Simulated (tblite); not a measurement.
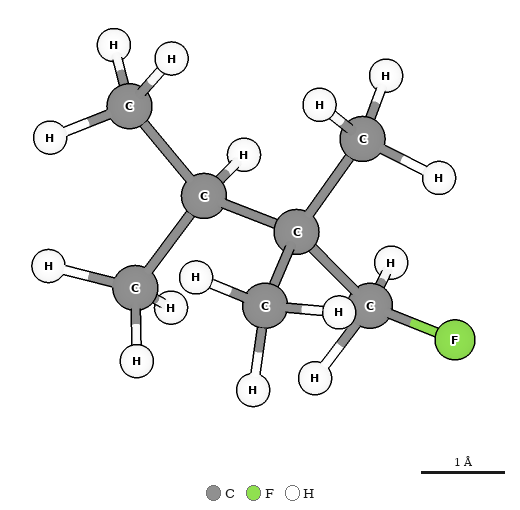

C7H15F, before the relaxation. A ball-and-stick model, seen from a free direction.

Level of theory: GFN2-xTB geometry optimisation, gas phase in tblite 0.8.0.

```xyz
23

C     1.5174    1.2767    0.3679
C     0.9380   -0.0270   -0.1289
C     1.5974   -1.2075    0.5822
C    -0.5460   -0.0728   -0.2093
C    -1.1064   -1.3903   -0.6798
C    -1.2838    0.2498    1.0737
C    -0.9591    1.0576   -1.1524
F    -2.3158    1.0331   -1.2341
H     0.8044    1.7894    1.0373
H     2.4478    1.1559    0.9322
H     1.7407    1.9028   -0.5333
H     1.2944   -0.1219   -1.1869
H     2.4697   -1.5188   -0.0210
H     0.9376   -2.1017    0.5977
H     1.9419   -0.9657    1.5904
H    -2.1734   -1.1882   -0.9291
H    -0.6049   -1.7787   -1.5763
H    -1.1274   -2.1130    0.1481
H    -1.2717    1.3563    1.1828
H    -2.3489   -0.0054    0.9001
H    -0.9443   -0.2793    1.9680
H    -0.4118    0.9665   -2.0794
H    -0.6005    2.0092   -0.6396
```

> Where does the relaxation end?

Over 76 geometry steps the energy falls by 78.3 kJ/mol. The atom that moves furthest after the best rigid fit is H13 (0.79 Å). Largest moves by element: H 0.79 Å, C 0.19 Å, F 0.18 Å. Some distances before and after: C2–C4 1.487 → 1.552 Å, C7–H23 1.139 → 1.093 Å, C1–H11 1.120 → 1.086 Å, C2–H12 1.120 → 1.097 Å. Among the angles between lasting bonds that change: F8–C7–H22 116.9° → 106.4°, C4–C7–H23 104.8° → 111.8°, F8–C7–H23 110.9° → 105.7°. Groups turn about C1–C2 by about 35°, C2–C3 by about 35°.

The structure at the end:

```xyz
23

C     1.6025    1.2619    0.2497
C     0.9658   -0.0652   -0.1691
C     1.5023   -1.1693    0.7434
C    -0.5846   -0.0323   -0.2161
C    -1.1210   -1.3650   -0.7564
C    -1.2241    0.2437    1.1469
C    -1.0207    1.0756   -1.1890
F    -2.3802    1.0467   -1.3967
H     1.2934    1.5456    1.2520
H     2.6851    1.1550    0.2537
H     1.3525    2.0657   -0.4364
H     1.3041   -0.2842   -1.1896
H     2.5885   -1.1916    0.6869
H     1.1334   -2.1471    0.4496
H     1.2254   -0.9844    1.7776
H    -2.1780   -1.2693   -0.9927
H    -0.5926   -1.6567   -1.6616
H    -1.0148   -2.1551   -0.0193
H    -0.8762    1.1849    1.5646
H    -2.3039    0.3030    1.0307
H    -1.0028   -0.5553    1.8483
H    -0.5553    0.9491   -2.1722
H    -0.8035    2.0713   -0.7940
```

After the run, drawn alike:

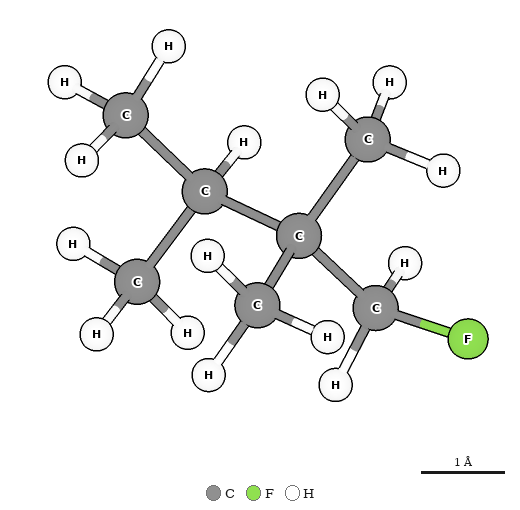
